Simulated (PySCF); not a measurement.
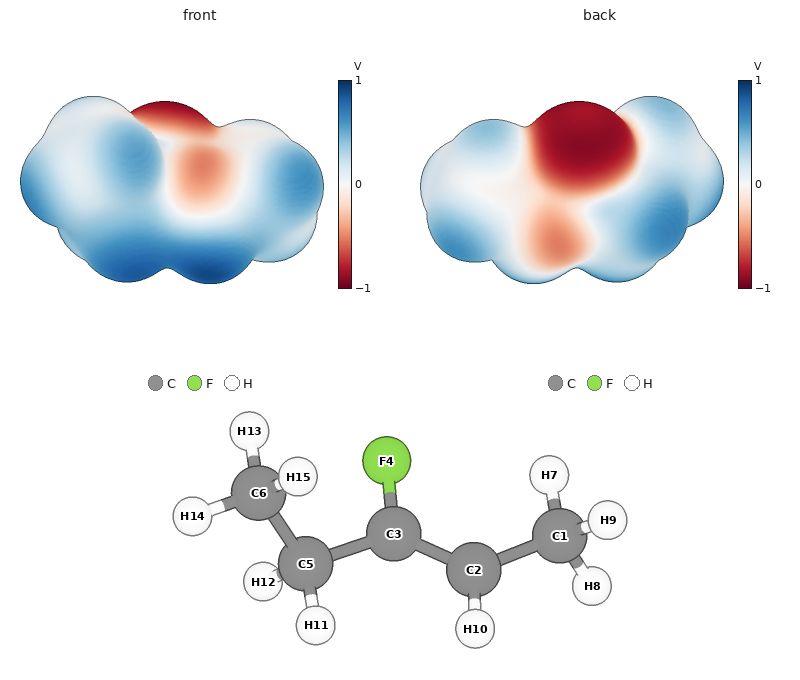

Figure 1: C5H9F (SMILES C/C=C(\F)CC). The electrostatic potential painted on the density surface at 0.002 e/bohr³, seen from the front and from behind; the colour scale runs from red (negative) to blue (positive). The bare structure is drawn below in the same view.

Geometry: PBE0-D3(BJ)/def2-SVP.

Theory: CAM-B3LYP/def2-SVPD, SCF density, gas phase in PySCF 2.14.0.

```yaml
atoms:
  - { symbol: C, position_ang: [2.5395, 0.0403, 0.5887] }
  - { symbol: C, position_ang: [1.0867, -0.1137, 0.8872] }
  - { symbol: C, position_ang: [0.1346, -0.3284, -0.0225] }
  - { symbol: F, position_ang: [0.4630, -0.4093, -1.3268] }
  - { symbol: C, position_ang: [-1.3294, -0.4896, 0.2004] }
  - { symbol: C, position_ang: [-2.1640, 0.5637, -0.5217] }
  - { symbol: H, position_ang: [2.7300, -0.0056, -0.4918] }
  - { symbol: H, position_ang: [3.1337, -0.7511, 1.0755] }
  - { symbol: H, position_ang: [2.9246, 1.0020, 0.9660] }
  - { symbol: H, position_ang: [0.7570, -0.0529, 1.9282] }
  - { symbol: H, position_ang: [-1.5200, -0.4653, 1.2836] }
  - { symbol: H, position_ang: [-1.6235, -1.4947, -0.1517] }
  - { symbol: H, position_ang: [-1.9620, 0.5471, -1.6026] }
  - { symbol: H, position_ang: [-3.2391, 0.3839, -0.3741] }
  - { symbol: H, position_ang: [-1.9311, 1.5735, -0.1508] }
```

Q: Which sites attract a positive test charge, and which a negative one?

A: A positive charge is drawn to the negative regions and a negative charge to the positive ones. The most negative region (about −0.9 V) lies over F4, the most positive (about +0.9 V) over H10 and H11.
